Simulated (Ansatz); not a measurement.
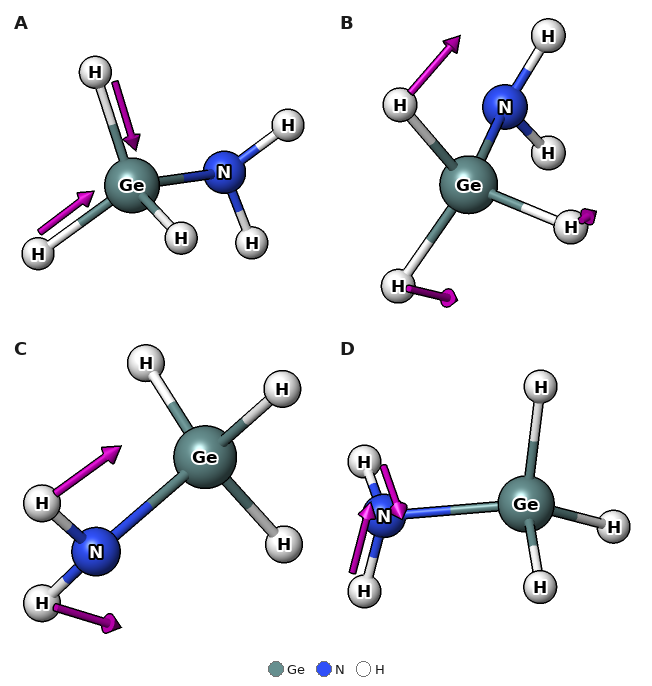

4 normal modes of one molecule or complex, as arrows. Harmonic vibrations computed with RKS PBE0-D4/def2-TZVP (Ansatz 0.2.0) at a stationary point of the same level.

> Match the panels to the wavenumbers 857 cm⁻¹, 1585 cm⁻¹, 2165 cm⁻¹, 3555 cm⁻¹.

A: 2165 cm⁻¹, in-phase stretching of 2 Ge–H bonds
B: 857 cm⁻¹, H–Ge–H bending
C: 1585 cm⁻¹, H–N–H bending
D: 3555 cm⁻¹, in-phase stretching of 2 N–H bonds
